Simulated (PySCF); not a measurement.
# doublet CH5Ga−: levels of theory compared

Aim: a comparison of 6 runs (UHF/STO-3G, UHF/3-21G, UB3LYP/6-31G*, U-revPBE/def2-SVPD, U-wB97X/def2-SVPD, UPBE0/def2-SVPD) of doublet CH5Ga−. The job is set up through a Python script.

The calculation is run with PySCF 2.14.0.

1 further run of the same task is left out (set aside as unsound or not needed).

## Step 1: The system as given

CH5Ga− has 7 atoms, charge -1, and is taken as a doublet. SMILES of the parent species: `[CH3][GaH2]`. Geometry: relaxed at PBE0-D4/def2-TZVP. That shape belongs to the parent species and isn't relaxed for this state.

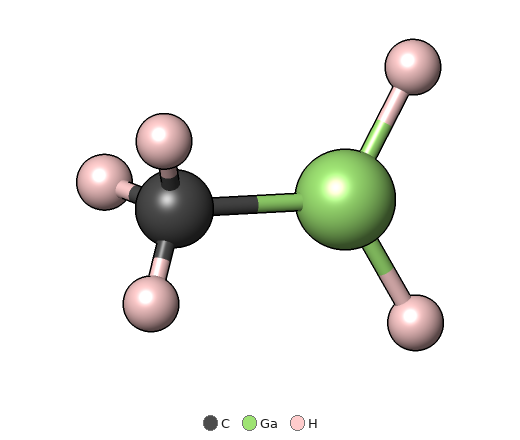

The structure, seen from a chosen angle (carbon dark grey, gallium green, hydrogen pink).

## Step 2: The energy at UHF/STO-3G (run 1)

Input file calc.py:

```python
from pyscf import gto

mol = gto.M(
    atom=[
    ('C', (-0.632400, -0.456000, -0.459400)),
    ('Ga', (0.757000, 0.507000, 0.544700)),
    ('H', (-1.177800, 0.260300, -1.083600)),
    ('H', (-0.216500, -1.221000, -1.115900)),
    ('H', (-1.362100, -0.913700, 0.211700)),
    ('H', (0.374300, 1.328300, 1.832400)),
    ('H', (2.257500, 0.495000, 0.070100)),
],
    charge=-1,
    basis='sto-3g',
    max_memory=1860,
    spin=1,
    verbose=4,
)

mf = mol.UHF()
mf.conv_tol = 1e-10
mf.kernel()
if not mf.converged:
    mf = mf.newton().run(mf.mo_coeff, mf.mo_occ)

e_tot = mf.e_tot
print(f'total energy: {e_tot:.8f} hartree')
```

Launch:

```console
OMP_NUM_THREADS=1 python calc.py
```

Standard output:

```text
PySCF version 2.14.0

[... 131 lines left out ...]
converged SCF energy = -1941.00511288517  <S^2> = 0.79950574  2S+1 = 2.0489077
total energy: -1941.00511289 hartree
```

Run time: 0.93 s. Hardware: 1 thread of Arm Neoverse V1, shared host; peak memory 0.12 GiB.

## Step 3: A single-point energy at UHF/3-21G (run 2)

Input file run.py:

```python
from pyscf import gto

molecule = gto.M(
    atom='''
C     -1.195063    -0.861715    -0.868140
Ga     1.430523     0.958091     1.029334
H     -2.225719     0.491896    -2.047707
H     -0.409126    -2.307356    -2.108745
H     -2.573996    -1.726643     0.400055
H      0.707324     2.510123     3.462734
H      4.266057     0.935414     0.132470
''',
    charge=-1,
    max_memory=1860,
    spin=1,
    verbose=3,
    basis='3-21g',
    unit='bohr',
)

mf = molecule.UHF()
mf.conv_tol = 1e-10
mf.kernel()
if not mf.converged:
    mf = mf.newton().run(mf.mo_coeff, mf.mo_occ)

e_tot = mf.e_tot
print('Final energy', e_tot)
```

Launch:

```console
OMP_NUM_THREADS=1 python run.py
```

Standard output:

```text
converged SCF energy = -1954.33194453335  <S^2> = 0.76247073  2S+1 = 2.0124321
Final energy -1954.3319445333511
```

Wall time 0.93 s (1 thread of Arm Neoverse V1, shared host); peak memory 0.12 GiB.

Runs 3 to 4 aren't shown in full; the table further down has their settings and results.

## Step 4: The energy at U-wB97X/def2-SVPD (run 5)

Input file geometry.xyz:

```xyz
7

C     -0.632400    -0.456000    -0.459400
Ga     0.757000     0.507000     0.544700
H     -1.177800     0.260300    -1.083600
H     -0.216500    -1.221000    -1.115900
H     -1.362100    -0.913700     0.211700
H      0.374300     1.328300     1.832400
H      2.257500     0.495000     0.070100
```

Input file run.py:

```python
from pyscf import gto, dft

mol = gto.M(
    atom='geometry.xyz',
    max_memory=1860,
    basis='def2-svpd',
    verbose=3,
    spin=1,
    charge=-1,
)

mf = dft.UKS(mol)
mf.xc = 'wb97x'
mf.conv_tol = 1e-10
mf.grids.level = 5
mf.kernel()
if not mf.converged:
    mf = mf.newton().run(mf.mo_coeff, mf.mo_occ)

e_tot = mf.e_tot
print('E = %.10f Eh' % e_tot)
```

Launch:

```console
OMP_NUM_THREADS=1 python run.py
```

Standard output:

```text
WARN: HOMO -0.0267151304226396 >= LUMO -0.0267151304226392

converged SCF energy = -1965.68699002702  <S^2> = 0.75229128  2S+1 = 2.00229
E = -1965.6869900270 Eh
```

It took 51 s on 1 thread of Arm Neoverse V1, shared host; peak memory 0.52 GiB.

## Step 5: The energy at UPBE0/def2-SVPD (run 6)

Input file calc.py:

```python
from pyscf import gto, dft

mol = gto.Mole()
mol.atom = '''
C   -0.632400  -0.456000  -0.459400
Ga   0.757000   0.507000   0.544700
H   -1.177800   0.260300  -1.083600
H   -0.216500  -1.221000  -1.115900
H   -1.362100  -0.913700   0.211700
H    0.374300   1.328300   1.832400
H    2.257500   0.495000   0.070100
'''
mol.verbose = 3
mol.charge = -1
mol.basis = 'def2-svpd'
mol.spin = 1
mol.max_memory = 1860
mol.build()

mf = dft.UKS(mol)
mf.xc = 'pbe0'
mf.conv_tol = 1e-10
mf.grids.level = 5
mf.kernel()
if not mf.converged:
    mf = mf.newton().run(mf.mo_coeff, mf.mo_occ)

e_tot = mf.e_tot
print(f'total energy: {e_tot:.8f} hartree')
```

Launch:

```console
OMP_NUM_THREADS=1 python calc.py
```

Standard output:

```text
WARN: HOMO -0.0763343663454541 >= LUMO -0.0763343663454545

converged SCF energy = -1965.35222091981  <S^2> = 0.75451288  2S+1 = 2.0045078
total energy: -1965.35222092 hartree
```

Wall time 34 s (1 thread of Arm Neoverse V1, shared host); peak memory 0.52 GiB.

## Step 6: Overview of the runs

```csv
run,level,integration grid,energy (Eh),HOMO energy (eV),LUMO energy (eV),⟨S²⟩,wall time
1,UHF/STO-3G,–,-1941.005113,3.75,14.62,0.800,0.93 s
2,UHF/3-21G,–,-1954.331945,0.73,7.68,0.762,0.93 s
3,UB3LYP/6-31G* (spherical functions),5,-1965.703492,2.37,4.32,0.752,15 s
4,U-revPBE/def2-SVPD,5,-1965.505326,2.82,3.53,0.754,32 s
5,U-wB97X/def2-SVPD,5,-1965.686990,0.46,5.35,0.752,51 s
6,UPBE0/def2-SVPD,5,-1965.352221,2.08,3.99,0.755,34 s
```

## Step 7: Summary of results

```
                                 quantity           value
                      run 6: total energy  -1965.35222 Eh
run 6: HOMO energy (highest over α and β)         2.08 eV
 run 6: LUMO energy (lowest over α and β)         3.99 eV
                              run 6: ⟨S²⟩           0.755
```

**Reading.** Totals of different functionals can't be ranked against each other. In runs 1, 2, 3, 4, 5, 6 the HOMO lies above zero, so the outermost electron may be held by the basis alone. In run 1 the basis is minimal, so the values are rough. All runs together took 2.2 min, the longest 51 s.
